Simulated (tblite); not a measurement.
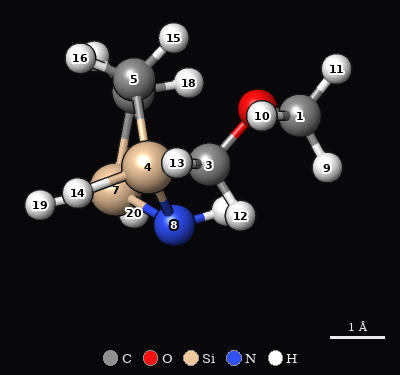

This is the input geometry for a relaxation of C$_{4}$H$_{13}$NOSi$_{2}$. A ball-and-stick model, seen from a free direction.

All numbers below come from GFN2-xTB geometry optimisation, gas phase in tblite.

```xyz
21

C     3.4454    0.5845    0.5830
O     2.0399    0.4740    0.6876
C     1.6345   -0.3479   -0.3355
Si   -0.1787   -0.6391   -0.4067
C    -1.0620   -0.4253    1.2222
C    -2.3592    0.2855    0.9617
Si   -2.7409    0.0983   -0.8667
N    -1.0774    0.4173   -1.5156
H     3.6818    1.0311   -0.3901
H     3.8552   -0.4589    0.6006
H     3.8442    1.1539    1.4502
H     1.9657    0.1284   -1.2953
H     2.1393   -1.3224   -0.2840
H    -0.4073   -2.0228   -0.8675
H    -0.4330    0.0767    1.9912
H    -1.3070   -1.4346    1.6261
H    -3.1858   -0.0812    1.6169
H    -2.2006    1.3787    1.1087
H    -3.0969   -1.3202   -1.1374
H    -3.7273    1.0388   -1.3336
H    -0.8389    1.4020   -1.2616
```

**Predict the outcome.**

H20 moves most after the best rigid fit: 2.19 Å. Largest moves by element: H 2.19 Å, Si 0.86 Å, C 0.52 Å, O 0.45 Å, N 0.40 Å. Among the contacts that change: Si7–N8 1.814 → 1.735 Å, C3–Si4 1.838 → 1.904 Å, Si4–N8 1.776 → 1.731 Å, N8–H21 1.045 → 1.005 Å. Bond angles that change, for instance: Si4–N8–Si7 97.8° → 117.2°, Si4–N8–H21 107.1° → 121.7°, Si7–N8–H21 106.8° → 120.7°. Groups turn about C6–Si7 by about 80°, C5–C6 by about 70°, C3–Si4 by about 30°. Over 242 geometry steps the energy falls by 21.8 kcal/mol.

The structure at the end:

```xyz
21

C     3.2243    0.9796    0.3326
O     1.8803    0.5873    0.2865
C     1.6916   -0.7019   -0.2537
Si   -0.1836   -1.0331   -0.2825
C    -1.0925   -0.6184    1.3299
C    -2.5098   -0.1691    0.9612
Si   -2.4264    0.8643   -0.6314
N    -1.0281    0.0838   -1.2993
H     3.6669    1.0048   -0.6724
H     3.8178    0.2959    0.9550
H     3.2504    1.9785    0.7648
H     2.1167   -0.7561   -1.2652
H     2.2225   -1.4506    0.3494
H    -0.3909   -2.4222   -0.7415
H    -0.5737    0.2015    1.8282
H    -1.1254   -1.4479    2.0368
H    -3.1226   -1.0531    0.7777
H    -2.9742    0.3621    1.7925
H    -3.5766    0.6665   -1.5201
H    -2.2026    2.2951   -0.3935
H    -0.6733    0.3498   -2.2008
```

After the run, drawn alike:

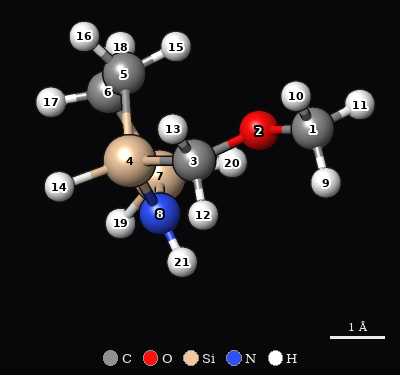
